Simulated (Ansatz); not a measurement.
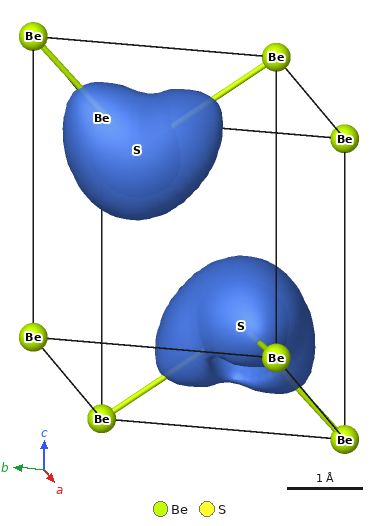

Figure 1: BeS₂. Isosurface of the electron localisation function at 0.8 (blue), seen at an oblique angle. Only the valence region is drawn (cores and ρ < 0.01 e/Å³ removed). Sticks mark near contacts.

Space group P-3m1; a structure generated by program, which may or may not match a known phase.

All numbers below come from DFT PBE, scalar-relativistic, plane waves, PAW (Ansatz).

In a PAW calculation such maps are meaningful between the atoms, not at the nuclei.

```
Be S
1.0
     3.38236    0.00000    0.00000
    -1.69118    2.92921    0.00000
     0.00000    0.00000    4.31288
Be S
1 2
Cartesian
  0.0000 0.0000 0.0000
  1.6912 0.9764 1.1358
  0.0000 1.9528 3.1770
```

Q: Where are the electrons localised?

A: The ELF exceeds this value in two regions wrapped around S (the valence shell of each), counted in one cell of 3 atoms. Any copies at cell faces, edges or corners count once. Along the contacts the grid gives the following. Be–S (2.26 Å): the ELF peaks at about 0.90 in the valence shell of S, 0.8 Å from its nucleus, and is about 0.85 at the midpoint.
